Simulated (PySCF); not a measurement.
**C2H7P, SMILES `CPC`: what the electrons do**

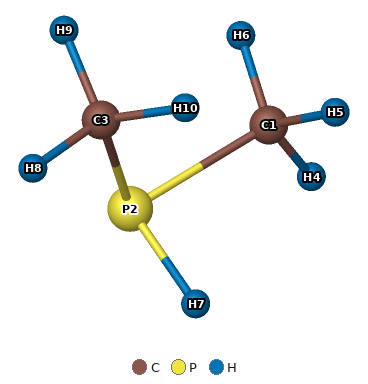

The molecule, with its atoms numbered as below. No frequency check shows the geometry to be a minimum.

Geometry (Å), atoms numbered from 1:

```
C1      -1.4023    0.5355   -0.0170
P2       0.0001   -0.6689    0.1085
C3       1.4022    0.5356   -0.0170
H4      -2.3289   -0.0142   -0.1684
H5      -1.2552    1.2361   -0.8371
H6      -1.4784    1.0861    0.9199
H7       0.0002   -1.0095   -1.2521
H8       2.3289   -0.0140   -0.1684
H9       1.4782    1.0862    0.9199
H10      1.2550    1.2362   -0.8371
```

## 1. Bonding charge

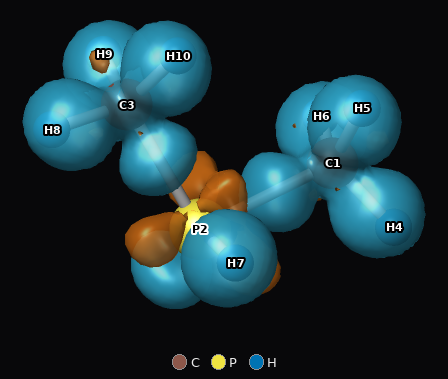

Deformation density (molecule less spherical, spin-averaged free atoms at the same positions), surfaces at ±0.09 e/Å³; light blue: gain, orange: loss.

Method: PBE0/def2-TZVP; geometry: GFN2-xTB; program: PySCF.

Q: How much density has each bond gained at its critical point, relative to the free atoms?

A: C1–H5 and C3–H10: +0.70 e/Å³ at the bond critical point (bond length 1.09 Å, Mayer order 1.0). C1–H4 and C3–H8: +0.70 e/Å³ at the bond critical point (bond length 1.09 Å, Mayer order 1.0). C1–H6 and C3–H9: +0.69 e/Å³ at the bond critical point (bond length 1.09 Å, Mayer order 1.0). P2–H7: +0.24 e/Å³ at the bond critical point (bond length 1.40 Å, Mayer order 1.0). P2–C3 and C1–P2: +0.18 e/Å³ at the bond critical point (bond length 1.85 Å, Mayer order 1.0). In all, 2.2 electrons gather in the regions of gain relative to the promolecule.

## 2. Bond critical points

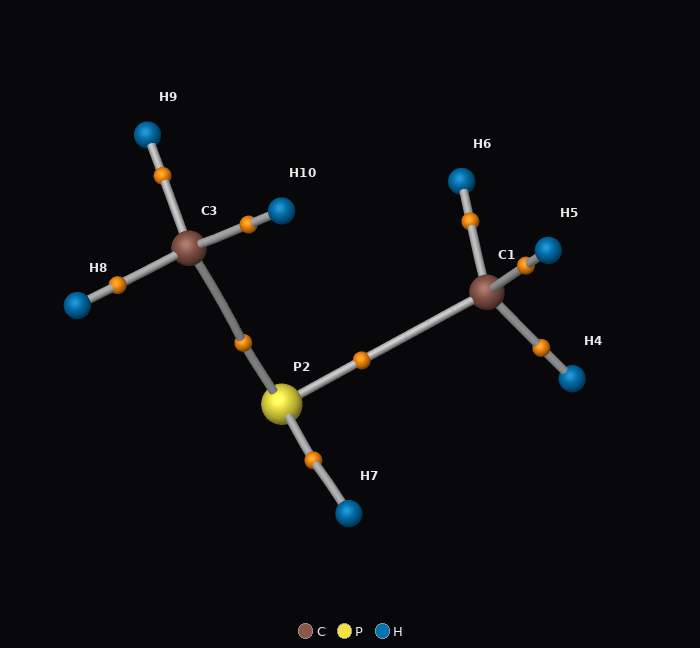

Molecular graph of the electron density (QTAIM): bond paths, bond critical points (orange), ring points (yellow, if any); weak paths are dashed.

Q: How many critical points of each kind are there, and does the count close?

A: 10 nuclei, 9 bond, 0 ring and 0 cage critical points: 10 − 9 + 0 − 0 = 1, as the Poincaré–Hopf relation requires.

Q: What does the calculation give at each kind of bond critical point?

A:
| bond | length (Å) | ρ (a.u.) | ∇²ρ (a.u.) | ε | H (a.u.) |
| --- | --- | --- | --- | --- | --- |
| C1–H5 (2 alike) | 1.089 | 0.277 | −0.94 | 0.01 | −0.278 |
| C1–H4 (2 alike) | 1.088 | 0.277 | −0.94 | 0.01 | −0.279 |
| C1–H6 (2 alike) | 1.089 | 0.276 | −0.93 | 0.01 | −0.277 |
| P2–H7 | 1.403 | 0.168 | −0.06 | 0.11 | −0.160 |
| P2–C3 (2 alike) | 1.853 | 0.154 | −0.16 | 0.11 | −0.142 |

Q: What kind of interaction is P2–C3?

A: Shared-shell (covalent): ρ = 0.154, ∇²ρ = −0.16, H = −0.142 a.u.

## 3. Electrostatic potential

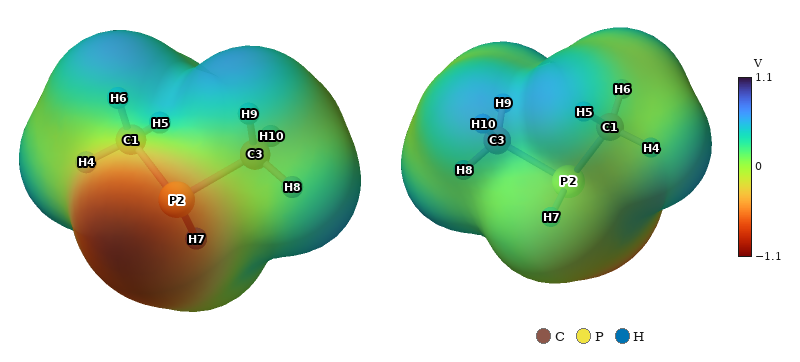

Electrostatic potential on the surface of electron density 0.001 a.u. (back view left, front view right).

Q: Where are the extremes of the potential on the surface?

A: Highest: 0.59 V, 1.4 Å from H9, and at like points elsewhere. Lowest: −1.09 V, 2.4 Å from P2. Further minima include 0.00 V, near H10 (1.85 Å), H9 (1.87 Å), H8 (1.88 Å) and C3 (1.93 Å), and at like points elsewhere; 0.10 V, near H7 (1.66 Å) and H10 (1.84 Å). The surface is sampled at points, so like sites can differ by a few per cent and only the strongest of them is named.

Q: What volume does the surface enclose, and what is the dipole moment?

A: About 100 Å³; the dipole moment is 1.3 D.

## 4. In an electric field

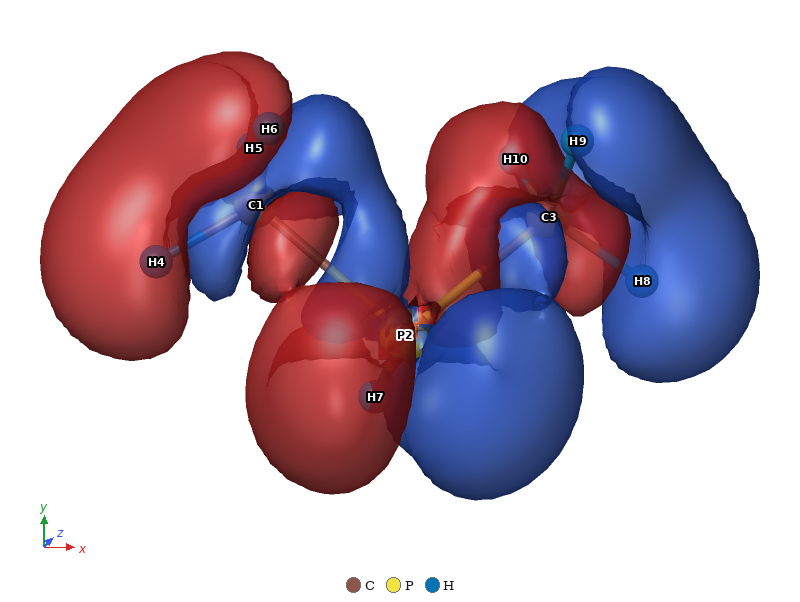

Change of the electron density in a uniform field of 0.21 V/Å, surfaces at ±0.001 e/Å³ (blue: gain, red: loss).

PySCF calculation, PBE0/def2-TZVP, gas phase; geometry: GFN2-xTB. A basis without diffuse functions makes polarisabilities too small.

The field was applied in both directions; the picture shows the one opposite to the script's first.

Q: Along which Cartesian direction does the field point?

A: Along −x: electrons gather on the +x side, against the field.

Q: How large is the response?

A: The induced dipole is 0.58 D (along the field); α along this axis, from the fields in both directions, is 57 bohr³ (8.5 Å³).

## 5. Removing or adding an electron

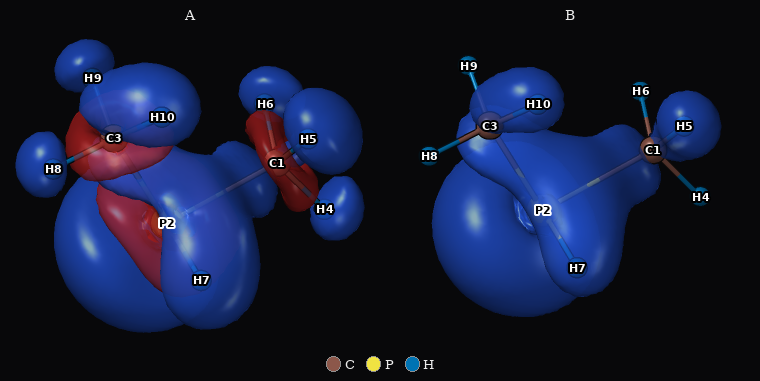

The Fukui function f⁻ from two separate SCF calculations and the density of the HOMO, at ±0.02 e/Å³ (blue positive, red negative).

Q: Which panel is which, and how good is the frozen-orbital picture?

A: A is f⁻ (it has negative regions), B the HOMO density. The HOMO lies on P2 (70 %), C1 and C3 (8 % each) and H7 (6 %); f⁻ (Hirshfeld-condensed) is largest on P2 (0.46); the vertical ionisation energy is 8.97 eV (the stability of the cation's solution wasn't checked). Relaxation shifts 25 % of the electron between atoms. The orbital energy is −6.75 eV.

The PySCF runs shown took 7.2 s, 16 s and 18 s on 1 thread of Intel(R) Xeon(R) 6975P-C (Granite Rapids), with other jobs on the host.
